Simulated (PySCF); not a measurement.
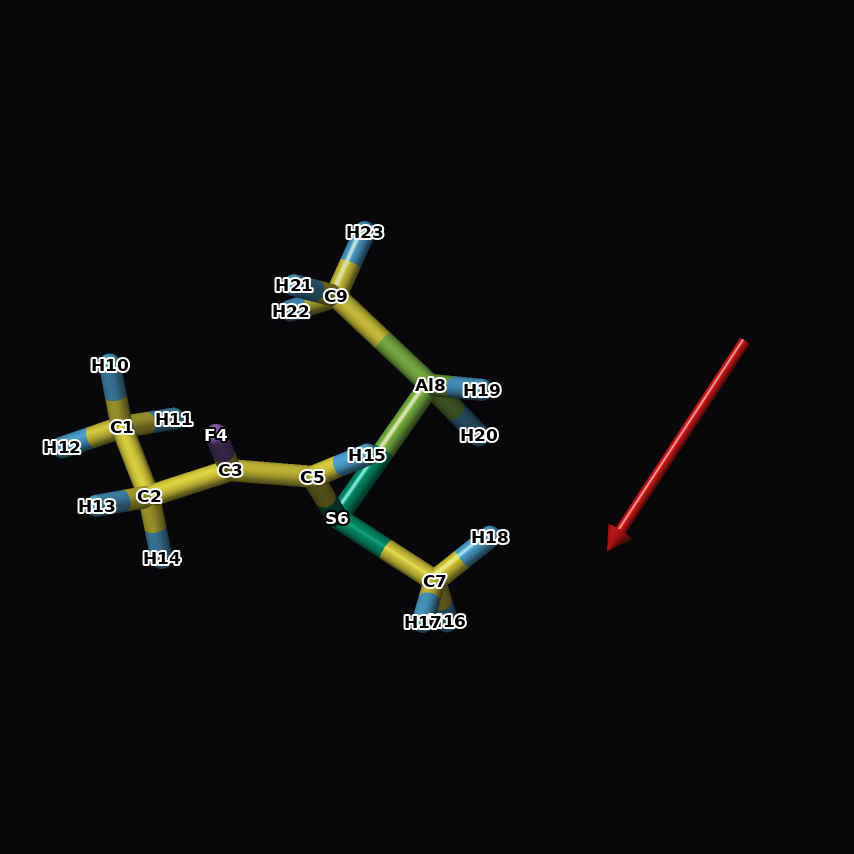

The arrow beside the molecule shows the direction of the dipole moment, from the negative to the positive end (its length means nothing). Computed geometry: GFN2-xTB optimisation. No frequency run is at hand to confirm it as a minimum. Method: PBE0/pcSseg-1, gas phase (PySCF 2.14.0).

Estimate the dipole moment.

Answer. 3.40 D; it points from the side of H23 to the side of H13, H14 (the outermost atoms at the two ends).

The geometry is semi-empirical. Around Al such bond lengths and angles can be off by a tenth of an ångström or more and by several degrees, and values that hang on the shape move with them.
